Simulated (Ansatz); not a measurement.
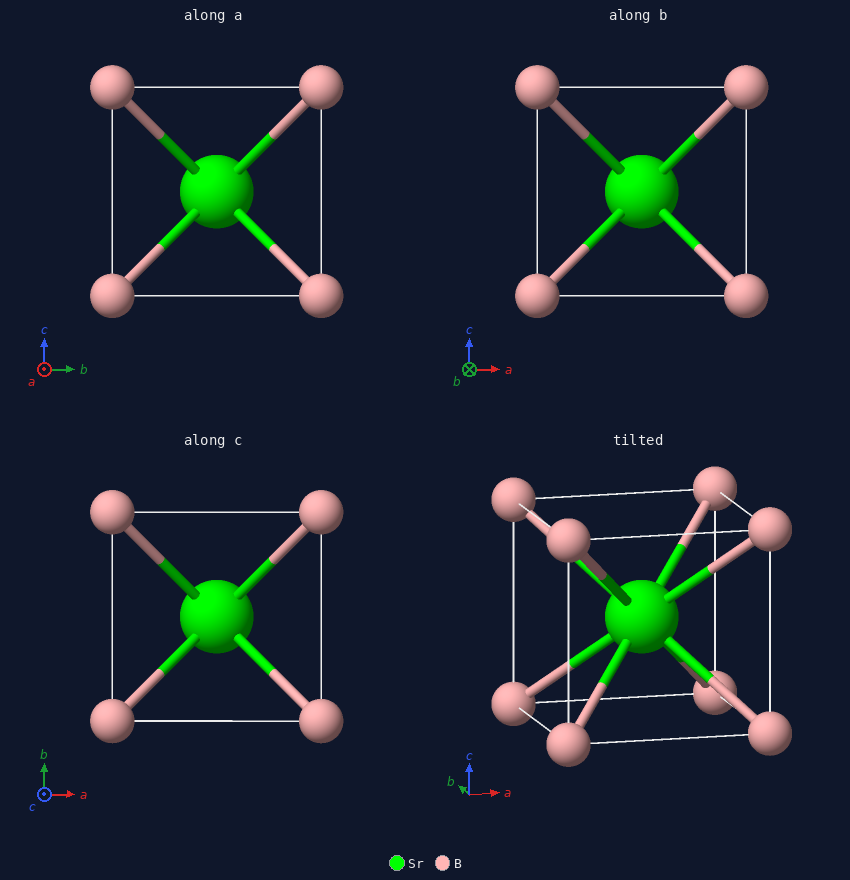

Structure drawing (ball-and-stick), viewed along the a axis, along the b axis, along the c axis and slightly off an axis. Lines trace the edges of the unit cell.

Lattice parameters: a = 3.5030 Å, b = 3.5030 Å, c = 3.4969 Å, α = 90.000°, β = 90.000°, γ = 90.005°.

**Put the structure into a CIF in P1 with every atom of the cell.**

```cif
data_structure
_symmetry_space_group_name_H-M 'P 1'
_symmetry_Int_Tables_number 1
_cell_length_a 3.5030
_cell_length_b 3.5030
_cell_length_c 3.4969
_cell_angle_alpha 90.000
_cell_angle_beta 90.000
_cell_angle_gamma 90.005
_cell_volume 42.91
loop_
_atom_site_label
_atom_site_type_symbol
_atom_site_fract_x
_atom_site_fract_y
_atom_site_fract_z
_atom_site_occupancy
Sr1 Sr 0.5000 0.5000 0.5000 1
B1 B 0.0000 0.0000 0.0000 1
```

It goes back to a structure type filled with these elements by a generator (whether the compound takes this form wasn't checked). Relaxation method: DFT PBE, scalar-relativistic, plane waves, PAW in Ansatz.
